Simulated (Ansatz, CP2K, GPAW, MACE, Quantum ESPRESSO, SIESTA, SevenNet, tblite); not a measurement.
# CP2K on (5,5) carbon nanotube bundle (80 atoms): settings against a plane-wave reference, part 4 of 4

Aim: run (5,5) carbon nanotube bundle (80 atoms) in CP2K and see how near its forces come to a plane-wave reference, and at what cost.

Program: CP2K 2026.2; the method stands at each step. Banners, paths, timers and routine set-up lines are dropped from the logs unmarked, and long logs keep their key lines alone; longer cuts are marked.

So far. Step 10 (PBE, DZVP-MOLOPT-SR, 450/20 Ry, diagonalisation): Against the first run (2.2 %), the force difference from the reference is 2.1 %, at 0.68 times the CPU time: the change moves forces by 7.5 meV/Å r.m.s., so most of the difference comes from elsewhere.

## 12. PBEsol, PBE potentials, DZVP-MOLOPT-SR, 450/50 Ry, diagonalisation

Method: Kohn-Sham DFT, PBEsol, GTH-PBE pseudopotentials, Gaussian and plane waves, DZVP-MOLOPT-SR-GTH, diagonalisation.

Contents of input.inp:

```
&GLOBAL
  PROJECT cell
  RUN_TYPE ENERGY_FORCE
  PRINT_LEVEL LOW
&END GLOBAL
&FORCE_EVAL
  METHOD QS
  STRESS_TENSOR ANALYTICAL
  &DFT
    BASIS_SET_FILE_NAME BASIS_MOLOPT
    POTENTIAL_FILE_NAME GTH_POTENTIALS
    &MGRID
      CUTOFF 450
      REL_CUTOFF 50
    &END MGRID
    &QS
      EPS_DEFAULT 1.0E-12
    &END QS
    &SCF
      SCF_GUESS ATOMIC
      EPS_SCF 1.0E-06
      MAX_SCF 200
      ADDED_MOS 36
      &DIAGONALIZATION
        ALGORITHM STANDARD
      &END DIAGONALIZATION
      &SMEAR ON
        METHOD FERMI_DIRAC
        ELECTRONIC_TEMPERATURE [K] 580
      &END SMEAR
      &MIXING
        METHOD BROYDEN_MIXING
        ALPHA 0.15
        NBROYDEN 8
      &END MIXING
      &PRINT
        &RESTART OFF
        &END RESTART
      &END PRINT
    &END SCF
    &XC
      &XC_FUNCTIONAL
        &PBE
          PARAMETRIZATION PBESOL
        &END PBE
      &END XC_FUNCTIONAL
    &END XC
    &PRINT
      &MULLIKEN ON
      &END MULLIKEN
      &LOWDIN ON
      &END LOWDIN
      &MO ON
        EIGENVALUES T
        OCCUPATION_NUMBERS T
        MO_INDEX_RANGE 149 172
        &EACH
          QS_SCF 0
        &END EACH
        ADD_LAST NUMERIC
      &END MO
    &END PRINT
  &END DFT
  &SUBSYS
    &CELL
      A 10.08135 0.00000 0.00000
      B -5.04067 8.73070 0.00000
      C 0.00000 0.00000 9.72051
    &END CELL
    &COORD
      SCALED
[... 80 atom lines left out: the same atoms as in the first run ...]
    &END COORD
    &KIND C
      BASIS_SET DZVP-MOLOPT-SR-GTH-q4
      POTENTIAL GTH-PBE-q4
    &END KIND
  &END SUBSYS
  &PRINT
    &FORCES ON
    &END FORCES
    &STRESS_TENSOR ON
    &END STRESS_TENSOR
  &END PRINT
&END FORCE_EVAL
```

Run with:

```console
$ OMP_NUM_THREADS=2 cp2k.psmp -i input.inp > output.txt
```

Numbers of over 12 decimals in the logs are rounded to 6 here.

Output:

```text
CP2K| version string:                                       CP2K version 2026.2
 CP2K| Input file name                                                 input.inp
 GLOBAL| Basis set file name                                        BASIS_MOLOPT
 GLOBAL| Potential file name                                      GTH_POTENTIALS
 GLOBAL| Run type                                                   ENERGY_FORCE
 GLOBAL| Total number of message passing processes                             1
 GLOBAL| Number of threads for this process                                    2
 TOTAL NUMBERS AND MAXIMUM NUMBERS
  Total number of            - Atomic kinds:                                   1
                             - Atoms:                                         80
[... lines left out ...]
                        Smear method:                                FERMI_DIRAC
[... lines left out ...]
 Number of electrons:                                                        320
[... lines left out ...]
  Step     Update method      Time    Convergence         Total energy    Change
[... lines left out ...]
  *** SCF run converged in    18 steps ***
[... lines left out ...]
  Fermi energy:                                                 0.147612
  Total energy:                                              -453.811137
  Total energy (extrapolated to T->0):                       -453.811137
[... lines left out ...]
 MO| E(Fermi):            0.147612 a.u.          4.016719 eV
[... lines left out ...]
       1     C        1          4.006228                             -0.006228
       2     C        1          3.999813                              0.000187
       3     C        1          4.002192                             -0.002192
[...]
# Total charge                            320.000000                  0.000000
 !-----------------------------------------------------------------------------!
 LOWDIN POPULATION ANALYSIS
 #  Atom  Element  Kind  Atomic population                           Net charge
[...]
79     C        1          4.024567                             -0.024567
      80     C        1          3.991348                              0.008652
 # Total charge                            320.000000                  0.000000
 ENERGY| Total FORCE_EVAL ( QS ) energy [hartree]           -453.811152
 FORCES| Atomic forces [hartree/bohr]
 FORCES|   Atom     x               y               z               |f|
 FORCES|      1  3.18697784E-04 -6.32069820E-04 -8.25415457E-03   8.28445220E-03
 FORCES|      2  6.14015410E-03 -1.49609431E-02  8.18244504E-03   1.81241198E-02
 FORCES|      3  1.28407422E-02 -5.06946737E-04  3.37552449E-02   3.61186685E-02
[...]
FORCES|     79  1.53825587E-02  1.23637109E-02 -3.45323049E-02   3.97739178E-02
 FORCES|     80  4.53337044E-03 -1.94245918E-02 -4.91104963E-03   2.05422643E-02
 FORCES| Sum    -8.11924657E-06  7.78493127E-05 -6.90418154E-04
 FORCES| Total atomic force                                       6.94840748E-04
 STRESS| Analytical stress tensor [bar]
 STRESS|                        x                   y                   z
 STRESS|      x        9.33411674468E+04   1.12180209194E+04   2.00427325234E+02
 STRESS|      y        1.12180209194E+04   1.14293771479E+05  -1.00207124997E+03
 STRESS|      z        2.00427325234E+02  -1.00207124997E+03   1.28043684946E+05
 STRESS| 1/3 Trace                                             1.11892874624E+05
```

Wall time 2.6 min (2 threads of Arm Neoverse V2, shared host); peak memory 1.8 GiB.

Numbers from this run, and their distance from the reference:

```yaml
r_m_s_force_component: 1.41 eV/Å
r_m_s_difference_of_force_components: 47.05 meV/Å
longest_difference_of_force_vectors: 176.2 meV/Å
force_difference_over_r_m_s_force: 3.431 %
slope_of_forces_against_the_reference_s: 1.028
correlation_of_force_components: 0.9998
pressure: 11.19 GPa
pressure_difference: 0.0734 GPa
```

Against the first run (2.2 %), the force difference from the reference is 3.4 %, at 1.0 times the CPU time; the model has changed, so this is no error of the program alone.

## 13. The ladder

Differences are against the plane-wave reference, forces as r.m.s. over components; share is that over the reference's r.m.s. force, slope the least-squares factor from reference forces to these. Total energies of different programs have different zeros and aren't compared.

```csv
run,"Δ force, r.m.s. (meV/Å)",share (%),slope,Δ pressure (GPa),cores,CPU time,memory (GiB)
reference,-,-,-,-,8,33 s,0.95
"CP2K PBE, DZVP-MOLOPT-SR, 450/50 Ry, diagonalisation",30.0,2.19,1.017,0.729,2,5 min,1.8
"CP2K GFN1-xTB, diagonalisation",151,11.0,0.948,-2.12,1,2.5 s,0.21
"CP2K PBE, SZV-MOLOPT-SR, 450/50 Ry, diagonalisation (coarse)",383,28.0,1.258,9.20,1,2.6 min,1.6
"CP2K PBE, TZVP-UZH, 450/50 Ry, diagonalisation",26.5,1.93,1.014,0.954,4,7.7 min,2.6
"CP2K PBE+D3(BJ), DZVP-MOLOPT-SR, 450/50 Ry, diagonalisation",60.0,4.37,1.027,0.579,2,5 min,1.8
"CP2K PBE, DZVP-MOLOPT-SR, 630/50 Ry, diagonalisation",30.0,2.19,1.017,0.729,4,7.1 min,3.6
"CP2K PBE, DZVP-MOLOPT-SR, 225/50 Ry, diagonalisation (coarse)",39.0,2.85,1.020,0.741,2,4.5 min,0.87
"CP2K BLYP, DZVP-MOLOPT-SR, 450/50 Ry, diagonalisation",39.4,2.87,0.998,2.45,2,4.8 min,1.8
"CP2K PBE, DZVP-MOLOPT-SR, 450/20 Ry, diagonalisation (coarse)",29.3,2.14,1.016,0.922,2,3.4 min,1.7
"CP2K PBE, DZVP-UZH, 450/50 Ry, diagonalisation",29.2,2.13,1.018,0.770,4,6.8 min,2.5
"CP2K PBEsol, PBE potentials, DZVP-MOLOPT-SR, 450/50 Ry, diagonalisation",47.1,3.43,1.028,0.0734,2,5 min,1.8
```

Rows marked coarse were listed beforehand as settings not expected to be converged; some can still land near the reference.

CPU time is summed over cores on a shared host, where runs went side by side, so it is rough. Symmetry, cutoffs, thresholds, outputs and thread counts weren't matched or tuned between programs; memory under MPI is the largest rank's times the ranks.

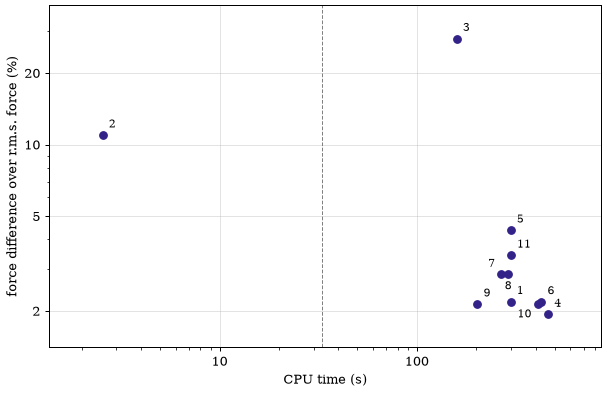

Force difference against CPU time; the dashed line marks the reference's time. Points: 1 CP2K PBE, DZVP-MOLOPT-SR, 450/50 Ry, diagonalisation; 2 CP2K GFN1-xTB, diagonalisation; 3 CP2K PBE, SZV-MOLOPT-SR, 450/50 Ry, diagonalisation; 4 CP2K PBE, TZVP-UZH, 450/50 Ry, diagonalisation; 5 CP2K PBE+D3(BJ), DZVP-MOLOPT-SR, 450/50 Ry, diagonalisation; 6 CP2K PBE, DZVP-MOLOPT-SR, 630/50 Ry, diagonalisation; 7 CP2K PBE, DZVP-MOLOPT-SR, 225/50 Ry, diagonalisation; 8 CP2K BLYP, DZVP-MOLOPT-SR, 450/50 Ry, diagonalisation; 9 CP2K PBE, DZVP-MOLOPT-SR, 450/20 Ry, diagonalisation; 10 CP2K PBE, DZVP-UZH, 450/50 Ry, diagonalisation; 11 CP2K PBEsol, PBE potentials, DZVP-MOLOPT-SR, 450/50 Ry, diagonalisation.

Within one program, basis, potentials and functional, energies share a zero. Each run against its twin at the usual cutoff or grid and solver:

```csv
run,twin,Δ energy (meV/atom),"Δ force, r.m.s. (meV/Å)",CPU time over the twin's
"CP2K PBE, DZVP-MOLOPT-SR, 630/50 Ry, diagonalisation","DZVP-MOLOPT-SR, 450/50 Ry, diagonalisation",0.0026,0.788,1.4 (this twin ran on 2 cores)
"CP2K PBE, DZVP-MOLOPT-SR, 225/50 Ry, diagonalisation","DZVP-MOLOPT-SR, 450/50 Ry, diagonalisation",-0.275,23.1,0.90
"CP2K PBE, DZVP-MOLOPT-SR, 450/20 Ry, diagonalisation","DZVP-MOLOPT-SR, 450/50 Ry, diagonalisation",-2.29,7.46,0.68
```

Further runs of this program without a result: CP2K SCC-DFTB, diagonalisation (not converged).

## 14. Outcome

- nearest in forces: CP2K PBE, TZVP-UZH, 450/50 Ry, diagonalisation, 1.9 %
- its CPU time: 7.7 min

The PBE runs in local orbitals, coarse settings apart, differ by 1.9 % (CP2K PBE, TZVP-UZH, 450/50 Ry, diagonalisation) to 2.2 % (CP2K PBE, DZVP-MOLOPT-SR, 450/50 Ry, diagonalisation); basis, grid and potentials can all enter. Tight binding differs by 11 % (CP2K GFN1-xTB, diagonalisation); it is another model, with fitted parameters of its own, and the xTB methods hold dispersion. Rows with another functional or a dispersion term differ by 2.9 % (CP2K BLYP, DZVP-MOLOPT-SR, 450/50 Ry, diagonalisation) to 4.4 % (CP2K PBE+D3(BJ), DZVP-MOLOPT-SR, 450/50 Ry, diagonalisation), which mixes the change of model with differences of basis and potentials, some of them made for another functional. Runs with settings chosen to be coarse differ by 2.1 % (CP2K PBE, DZVP-MOLOPT-SR, 450/20 Ry, diagonalisation) to 28 % (CP2K PBE, SZV-MOLOPT-SR, 450/50 Ry, diagonalisation), their programs' other errors included. One electronic-structure run takes under half the reference's CPU time: CP2K GFN1-xTB, diagonalisation, at 11 % in 2.5 s against 33 s; its pressure misses by -2.1 GPa. CP2K PBE, SZV-MOLOPT-SR, 450/50 Ry, diagonalisation stiffens the forces by a factor of 1.26 while following their directions (correlation 0.996); the slopes of the 11 CP2K runs lie between 0.95 and 1.26. In pressure, CP2K PBE, SZV-MOLOPT-SR, 450/50 Ry, diagonalisation misses by +9.2 GPa, at the same functional. Periodic xTB results under one method name differ between programs and library versions. The reference's pressure of 11 GPa belongs to a cell and atoms that aren't relaxed at this level. The electronic-structure runs sample only Γ, in a cell whose shortest periodic width is 9 Å.

[Also dropped from logs without a mark: logging warnings of Python, and SIESTA's first energy breakdown and zero terms.]

[Logs are printed without paths, hosts, clocks, repeated set-up lines and the standing remarks that a program may print on its own settings, such as how far it seeks lower states.]

[Hosts, paths, dates, database ids (printed as entryN), source tags and the programs' standing remarks are cut or masked in the printed files.]
